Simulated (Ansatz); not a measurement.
```yaml
atoms:
  - { symbol: C, position_ang: [-0.9219, -0.6135, 1.7788] }
  - { symbol: S, position_ang: [-1.3966, -0.6538, 0.0428] }
  - { symbol: S, position_ang: [-1.0106, 1.2813, -0.5625] }
  - { symbol: Si, position_ang: [0.9799, 0.8231, -1.2090] }
  - { symbol: O, position_ang: [1.0169, -0.2800, -2.4188] }
  - { symbol: H, position_ang: [-1.5370, 0.1006, 2.3250] }
  - { symbol: H, position_ang: [-1.1030, -1.6194, 2.1650] }
  - { symbol: H, position_ang: [0.1339, -0.3681, 1.8886] }
  - { symbol: H, position_ang: [1.5687, 2.0685, -1.7515] }
  - { symbol: H, position_ang: [1.7224, 0.3323, -0.0198] }
  - { symbol: H, position_ang: [0.6128, -1.1279, -2.2183] }
```

Geometry: PBE0-D4/def2-TZVP.

All numbers below come from RKS PBE0-D4/def2-TZVPP (Ansatz).

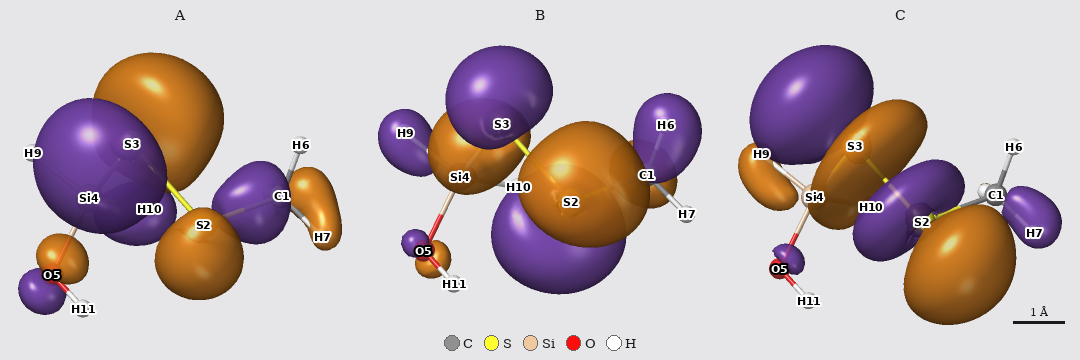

CH₆OS₂Si (SMILES CSS[SiH2]O). Three frontier orbitals at ±0.08 Å⁻³ᐟ² (orange and purple are the two phases), in no order.

Which picture is the HOMO−1, the HOMO and the LUMO?

Answer. A is the HOMO−1 (−7.51 eV). Its weight (Hirshfeld) is mainly on S3 (about 70 %) and S2 (about 10 %); largely a lone pair of S3. B is the HOMO (−6.93 eV). It lies mainly on S2 (about 60 %), S3 (about 20 %) and Si4 (about 5 %). C is the LUMO (−0.95 eV). By Hirshfeld shares it lies mainly on S3 (about 40 %), S2 (about 40 %) and Si4 (about 10 %).

What is the HOMO–LUMO gap?

Answer. 5.98 eV between the orbital energies.
